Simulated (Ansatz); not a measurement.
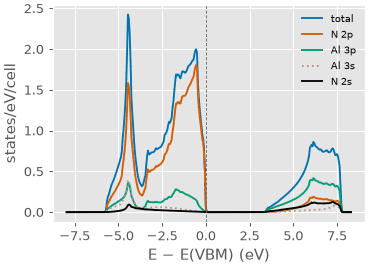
*Total and projected density of states of AlN (zinc blende, space group No. 216), DFT-PBE in the program Ansatz with PAW potentials*

Problem. Which orbitals carry the states next to the gap?

Solution. Top 1 eV of the valence band: N 2p 90 %, Al 3p 8 %. Bottom 1 eV of the conduction band: Al 3p 60 %, N 2s 17 %, N 2p 7 %, outside the projected shells 14 %. Projections are on Löwdin-orthogonalised atomic valence shells; empty p or d shells of many metals are not among them.

Problem. Where is the tallest occupied peak in this window, and what makes it?

Solution. Near -4.4 eV, about 2.4 states/eV per cell; the largest projected share is N 2p.

Space group F-43m (zinc blende). Symmetry was held in the PBE relaxation; phonons on a q-mesh show no instability.

Potentials: the later of the program's two PAW sets.
